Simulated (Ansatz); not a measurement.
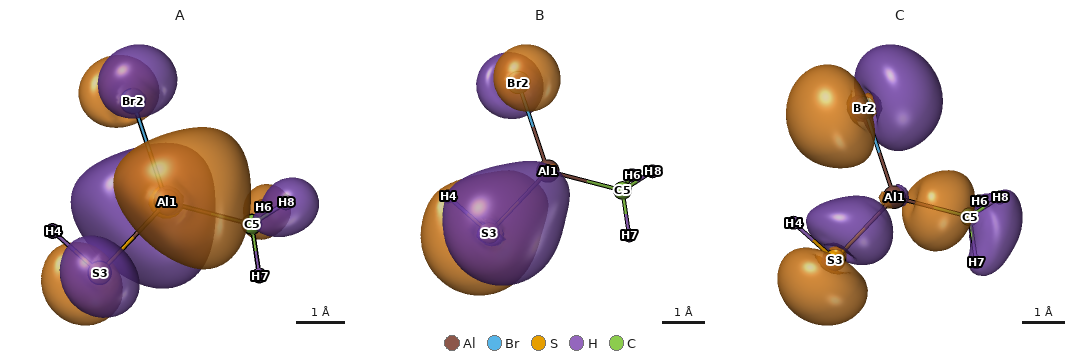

*CH$_{4}$AlBrS. Three frontier orbitals at ±0.08 Å⁻³ᐟ² (orange and purple are the two phases), in no order.*

All numbers below come from Ansatz 0.2.0, RKS PBE0-D4/def2-SVP.

Input

```
crystal:
  periodic: [false, false, false]
  atoms:
    - { symbol: Al, position_ang: [-0.788473, 0.514726, 0.120727] }
    - { symbol: Br, position_ang: [0.364326, -1.723174, -2.598499] }
    - { symbol: S, position_ang: [-2.394165, 0.703849, -1.08648] }
    - { symbol: H, position_ang: [-0.906774, -0.9685, -2.514222] }
    - { symbol: C, position_ang: [0.708908, 0.384944, 1.336317] }
    - { symbol: H, position_ang: [1.271015, -0.545434, 1.168804] }
    - { symbol: H, position_ang: [0.352426, 0.397689, 2.376924] }
    - { symbol: H, position_ang: [1.392737, 1.235801, 1.196528] }
basis:
  gaussian: { orbitals: def2-SVP }
hamiltonian:
  xc: pbe0
  dispersion: d4
relax:
  f_tol: 0.03
  max_steps: 50
output:
  orbitals: {}
```

Launched as:

```sh
ansatz run input.yaml --threads 2 --pin off --max-ram 3072MiB --backend cpu --events-out ev --progress --plain --runs-dir out
```

The fields are those of the relaxed geometry.

> Which picture is the HOMO−1, the HOMO and the LUMO?

C is the HOMO−1 (−8.15 eV). Its weight (Hirshfeld) is mainly on Br2 (about 55 %), S3 (about 20 %), C5 (about 10 %) and Al1 (about 10 %); largely a combination of lone pairs on Br2 and S3. B is the HOMO (−7.73 eV). Its weight (Hirshfeld) is mainly on S3 (about 80 %) and Br2 (about 5 %); largely a lone pair of S3. A is the LUMO (−0.76 eV). By Hirshfeld shares it lies mainly on Al1 (about 60 %), S3 (about 15 %), Br2 (about 10 %) and C5 (about 5 %).

> What is the HOMO–LUMO gap?

6.97 eV between the orbital energies.
